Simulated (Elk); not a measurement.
Band structure of Ti6O (P-31m, 7 atoms in the cell).

```xyz
7
Lattice="5.1048 0.0000 0.0000 -2.5524 4.4209 0.0000 0.0000 0.0000 4.7306" Properties=species:S:1:pos:R:3 pbc="T T T"
Ti     1.7072     2.9569     1.2334
Ti     0.8452     1.4639     3.4972
Ti     1.6904     0.0000     1.2334
Ti     3.4144     0.0000     3.4972
Ti    -0.8452     1.4639     1.2334
Ti    -1.7072     2.9569     3.4972
O      0.0000     0.0000     0.0000
```

Computed with PBEsol, all-electron FP-LAPW, Elk's shipped species files, APW+lo basis with extra local orbitals in Elk.

Settings: xctype = 22; rgkmax = 7.5; stype = 0; swidth = 0.00183747 Ha; ngridk = 5 5 5; gmaxvr = 14 1/bohr; nxlo = 2; lorbcnd = true; lmaxi = 3; maxscl = 100.

The starting cell comes from a database of computed structures (which also holds hypothetical and non-ambient phases and stackings), without a prior relaxation at this level. Spin polarisation is off, so a magnetic state, if there is one, cannot be reached. Values depend on the basis (sphere radii, cutoffs, local orbitals), which need not be converged.

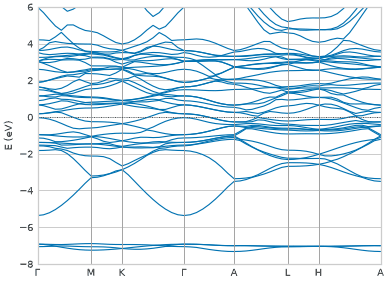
Figure: Bands along the path, energies from the Fermi level.

Levels in eV from the Fermi level, bands 36 to 43:
| point | 36 | 37 | 38 | 39 | 40 | 41 | 42 | 43 |
|---|---|---|---|---|---|---|---|---|
| Γ | -0.96 | -0.96 | -0.04 | 0.18 | 0.18 | 0.66 | 0.66 | 0.89 |
| M | -1.06 | -1.06 | -0.60 | -0.25 | 0.49 | 0.67 | 0.76 | 0.81 |
| K | -1.30 | -0.88 | -0.36 | -0.36 | 0.71 | 0.71 | 0.77 | 0.90 |
| A | -0.49 | -0.49 | -0.41 | -0.27 | -0.27 | 0.25 | 0.25 | 0.53 |
| L | -0.66 | -0.61 | -0.46 | -0.39 | -0.22 | 0.20 | 0.61 | 0.93 |
| H | -0.73 | -0.67 | -0.67 | -0.46 | -0.13 | 0.65 | 0.65 | 1.07 |

Bands cross the Fermi level along this path, so the cell is metallic at this level.
